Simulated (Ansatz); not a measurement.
```
Hf As
1.0
     5.03251    0.00000    0.00000
     0.00000    5.03251    0.00000
     0.00000    0.00000    5.03251
Hf As
2 3
Direct
  0.00000 0.00000 0.00000
  0.50000 0.50000 0.50000
  0.00000 0.50000 0.50000
  0.50000 0.00000 0.50000
  0.50000 0.50000 0.00000
```

Space group Pm-3m; a structure generated by program, which may or may not match a known phase; computed without spin polarisation.

Computed with DFT PBE, scalar-relativistic, plane waves, PAW (Ansatz 0.2.0).

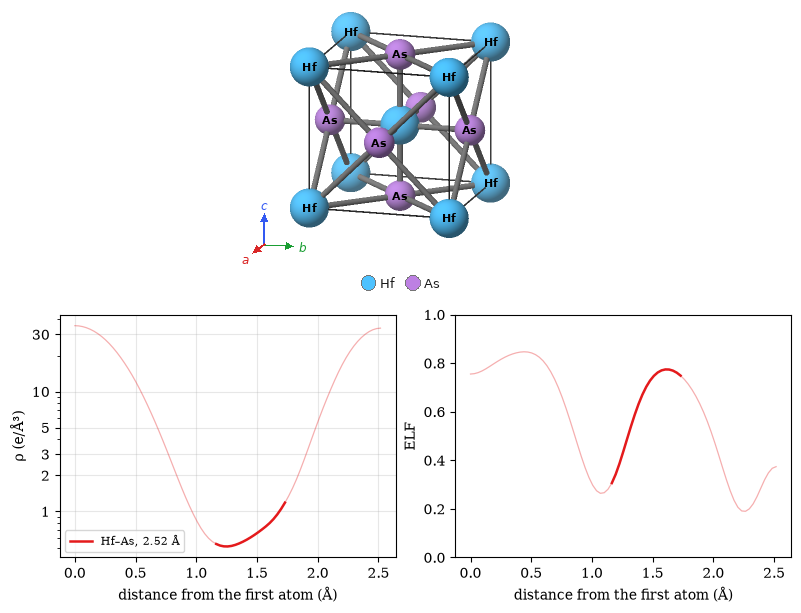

Hf2As3. Valence charge density (pseudo) and electron localisation function along straight lines between neighbouring atoms. Thin, pale parts lie inside the atomic spheres. The structure is drawn too.

In a PAW calculation such maps are meaningful between the atoms, not at the nuclei.

What can be read from the curves?

Hf–As (2.52 Å): ρ at the midpoint is about 0.51 e/Å³; the ELF is about 0.45 at the midpoint.
